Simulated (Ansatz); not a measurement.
# The cluster SnGe₆: trial inputs and their diagnosis

2 inputs were typed for the cluster SnGe₆. Each is run as it stands; the log then has to tell whether the result can be used.

Method: the settings change from run to run; program: Ansatz 0.2.0, Gaussian basis.

12 further runs of the same task are left out: 10 that didn't finish, 2 set aside as unsound or not needed. Runs told in other sessions of the task aren't counted.

### Step 1. The relaxed structure

The structure was relaxed beforehand with PBE-D4/def2-SVP. Sn takes a core potential in def2 sets; no spin-orbit term is included.

7 atoms, charge 0, spin multiplicity 1.

Atoms are counted from 1 here; the program's logs count them from 0.

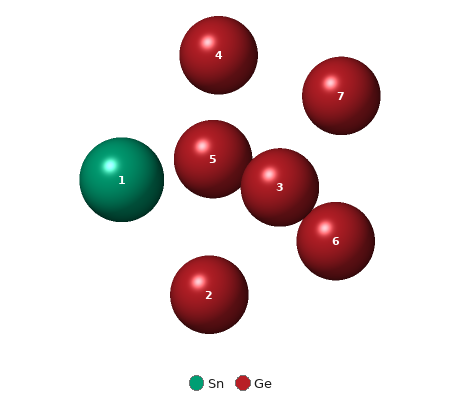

The geometry (tin teal, germanium red); atoms are numbered from 1 in the order of the file.

### Step 2. Input 1

The input, in.yaml:

```yaml
crystal:
  periodic: [false, false, false]
  atoms:
    - {symbol: Sn, position_ang: [0.795593, -0.402979, 2.322407]}
    - {symbol: Ge, position_ang: [1.531399, -1.703572, -0.138403]}
    - {symbol: Ge, position_ang: [1.015344, 0.935445, -0.203165]}
    - {symbol: Ge, position_ang: [-1.124362, 1.497322, 1.326811]}
    - {symbol: Ge, position_ang: [-1.025878, -0.930076, 0.172366]}
    - {symbol: Ge, position_ang: [0.209397, -0.668780, -2.184347]}
    - {symbol: Ge, position_ang: [-1.401493, 1.272650, -1.295648]}
basis:
  gaussian: {orbitals: def2-TZVPD, fitting: {mean_field: cc-pVTZ-jkfit}}
hamiltonian: {xc: {name: r2SCANh}, dispersion: d3bj}
```

Launch:

```sh
> ansatz run in.yaml --threads 4 --pin off --events-out ev --progress --plain --max-ram 4787MiB
```

The log of the run:

```text
Warning: the engine holds no damping parameters fitted to this dispersion correction and functional, so the run takes those fitted to r2scanh beside the three-body term, which d3bj leaves out (hamiltonian.dispersion, under Limitations)
Functional definition: r2SCANh
  name "r2SCANh"
  cite "Bursch, Neugebauer, Ehlert & Grimme, J. Chem. Phys. 156, 134105 (2022) doi:10.1063/5.0086040"
  cite "Furness, Kaplan, Ning, Perdew & Sun, J. Phys. Chem. Lett. 11, 8208 (2020) doi:10.1021/acs.jpclett.0c02405"
  cite "Furness, Kaplan, Ning, Perdew & Sun, J. Phys. Chem. Lett. 11, 9248 (2020) doi:10.1021/acs.jpclett.0c03077"
  parent r2scan
  parameter a = 0.1
  parameter k0 = 0.174
  parameter k1 = 0.065
  parameter a1 = 4.9479
  exchange = (1 - a)*r2scan_x(k0 = k0, k1 = k1, a1 = a1) + a*exact_x
  correlation = r2scan_c
Error: <dir> the basis set cc-pVTZ-JKFIT has no functions for Sn
```

Wall time 0.3 s (4 threads of Arm Neoverse V1, shared host).

**Diagnosis.** Refused before any calculation. The fitting set named has no entry for an element of this molecule. Cure: leave the fitting key out, or name a set that covers all elements and suits the basis.

### Step 3. Input 2

The input, in.yaml:

```yaml
crystal:
  periodic: [false, false, false]
  atoms:
    - {symbol: Sn, position_ang: [1.503453, -0.761521, 4.388715]}
    - {symbol: Ge, position_ang: [2.893926, -3.219286, -0.261544]}
    - {symbol: Ge, position_ang: [1.918722, 1.767736, -0.383927]}
    - {symbol: Ge, position_ang: [-2.124736, 2.829530, 2.507310]}
    - {symbol: Ge, position_ang: [-1.938630, -1.757590, 0.325724]}
    - {symbol: Ge, position_ang: [0.395703, -1.263811, -4.127819]}
    - {symbol: Ge, position_ang: [-2.648438, 2.404961, -2.448422]}
basis:
  gaussian: {orbitals: def2-TZVPP}
hamiltonian: {xc: {name: B97}}
```

Launched as before.

The log of the run:

```text
Functional definition: B97
  name "B97"
  cite "Becke, J. Chem. Phys. 107, 8554 (1997) doi:10.1063/1.475007"
  parameter cx = 0.1943
  parameter cx0 = 0.8094
  parameter cx1 = 0.5073
  parameter cx2 = 0.7481
  parameter css0 = 0.1737
  parameter css1 = 2.3487
  parameter css2 = -2.4868
  parameter cos0 = 0.9454
  parameter cos1 = 0.7471
  parameter cos2 = -4.5961
  exchange = spin_sum(e_x_unif_s*poly(b97_u_x, cx0, cx1, cx2)) + cx*exact_x
  correlation = spin_sum(e_c_pw_same_spin*poly(b97_u_same, css0, css1, css2))
      + integral(e_c_pw_opposite_spin*poly(b97_u_opposite, cos0, cos1, cos2))
2397 factors; integrals over basis functions are off by at most 6.6e-4 eV
mean field evaluation 1: about -344905.2649 eV, gradient 2.5e1 eV
mean field evaluation 2: about -344874.7248 eV, gradient 6.5e1 eV
mean field evaluation 4: about -344896.1683 eV, gradient 3.8e1 eV
mean field evaluation 8: about -344906.0020 eV, gradient 1.7e-1 eV
Error: SIGTERM received: run cancelled behind 14 evaluations of the mean field
```

Wall time 93 s (4 threads of Arm Neoverse V1, shared host).

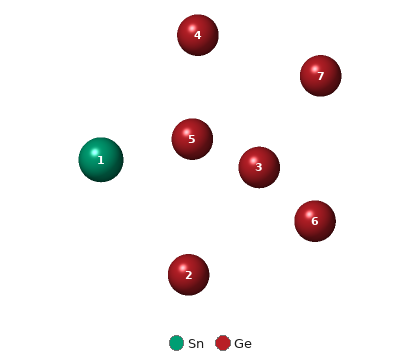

The geometry of this input.

**Diagnosis.** Time ran out. The coordinates are in bohr but typed as ångström. The shortest distance is 5.00 Å (Ge2–Ge6), against 2.65 Å in the relaxed molecule. Fix: take the coordinates from the file in ångström.

### Step 4. Summary

```
input               level    ended                                                               cause   time
    1  r2SCANh/def2-TZVPD  refused  the fitting set named has no entry for an element of this molecule  0.3 s
    2      B97/def2-TZVPP  timeout                   the coordinates are in bohr but typed as ångström   93 s
```

In words: 1 refused, 1 timeout. A refusal costs next to no computing time.
